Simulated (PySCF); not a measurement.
SMILES C(Cc1occc1)C=O at its GFN2-xTB optimised geometry (Å):

```
17

O     -1.2932    -1.4452     3.6024
C     -1.2437    -1.9521     2.5191
C     -2.2120    -1.7077     1.3977
C     -1.5036    -1.6556     0.0374
C     -0.5111    -0.5423     0.0000
C      0.8520    -0.5423     0.0000
C      1.2496     0.8180     0.0000
C      0.0993     1.5401     0.0037
O     -0.9708     0.7273     0.0029
H     -0.4470    -2.6797     2.2637
H     -2.7579    -0.7817     1.5847
H     -2.9279    -2.5350     1.4035
H     -2.2508    -1.5058    -0.7450
H     -0.9833    -2.5954    -0.1519
H      1.4943    -1.3992    -0.0046
H      2.2508     1.1965    -0.0007
H     -0.0871     2.5954     0.0068
```

Computed with PySCF with CAM-B3LYP/def2-SVP. Cells within 0.4 Å of a nucleus heavier than hydrogen are left out (blank, or x).

Map of the log10 of the electron density (e/bohr³), floored at −4 on the plane z = 0.0 Å:

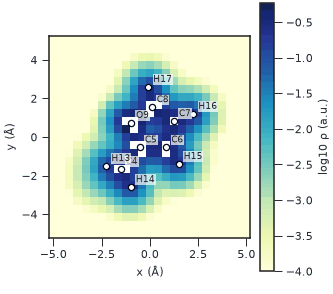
Figure. Log10 of the electron density (e/bohr³), floored at −4 on the plane z = 0.0 Å.
